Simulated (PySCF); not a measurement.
# CH₃Cl₂FSi (SMILES F[SiH2]C(Cl)Cl): what the fields show

Input

```
{"job": {"kind": "nmr", "xc": "PBE0", "basis": "pcSseg-1"}, "charge": 0, "multiplicity": 1}
F      2.032518    -1.422501    -1.152537
Si     1.042765    -0.373886    -0.408616
C     -0.747964    -0.818715    -0.838169
Cl    -1.152542    -2.440657    -0.241901
Cl    -1.741135     0.455326    -0.067679
H      1.209343    -0.499292     1.058703
H      1.327546     0.987842    -0.929089
H     -0.976368    -0.798712    -1.911892
```

Command:

```sh
OMP_NUM_THREADS=1 python probes_run.py task.json out
```

Geometry: PBE0-D3(BJ)/def2-SVP.

Level of theory: PBE0/pcSseg-1, SCF density, gas phase, non-relativistic in PySCF.

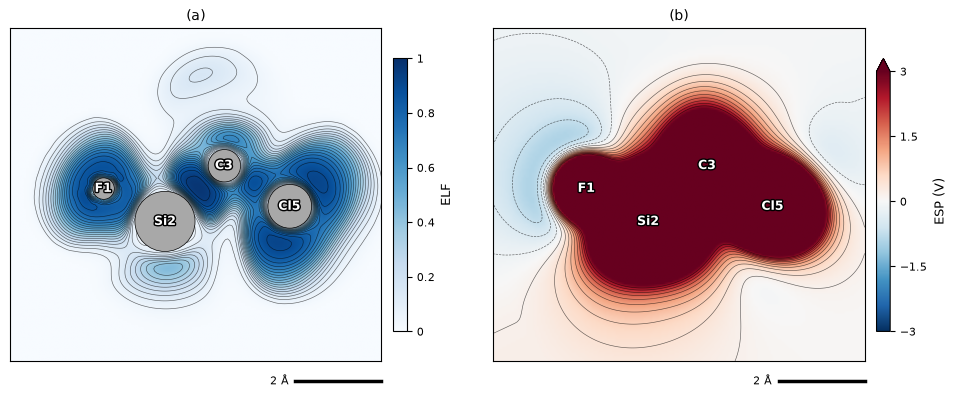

Figure 1. (a) electron localisation function; (b) electrostatic potential on the plane of atoms Si2, C3 and Cl5. Grey discs cover the atomic cores in the ELF map.

**Describe what can be read from this map.**

The section cuts through F, Si, C and Cl sites. Si–F (1.62 Å): the ELF peaks at about 0.80 in the valence shell of F, 0.6 Å from its nucleus, and is about 0.50 at the midpoint. C–Cl (1.79 Å): the ELF peaks at about 0.90 between the atoms, as expected for localised, covalent bonding. C–Si (1.89 Å): the ELF peaks at about 1 between the atoms (a covalent bond). The ELF also peaks beside Cl5 and F1, away from the bonds: lone-pair regions. Outside the dense part of the molecule the potential is most negative (−0.9 V) near F1.

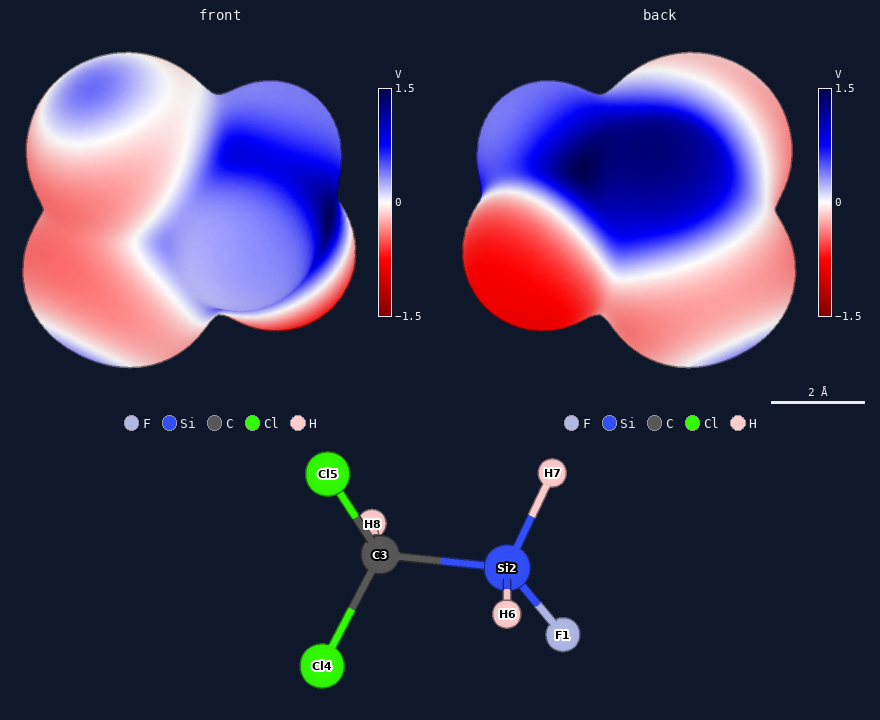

Figure 2. The electrostatic potential painted on the density surface at 0.001 e/bohr³, seen from the front and from behind; red is negative and blue positive. The bare structure is drawn below in the same view.

**Which sites attract a positive test charge, and which a negative one?**

A positive charge is drawn to the negative regions and a negative charge to the positive ones. The most negative region (about −0.8 V) lies over F1, the most positive (about +1.4 V) over Si2. Cl4 shows a σ-hole: about +0.4 V at the tip opposite its bond, against about −0.3 V on its flanks. Cl5 shows a σ-hole: about +0.4 V at the tip opposite its bond, against about −0.1 V on its flanks.
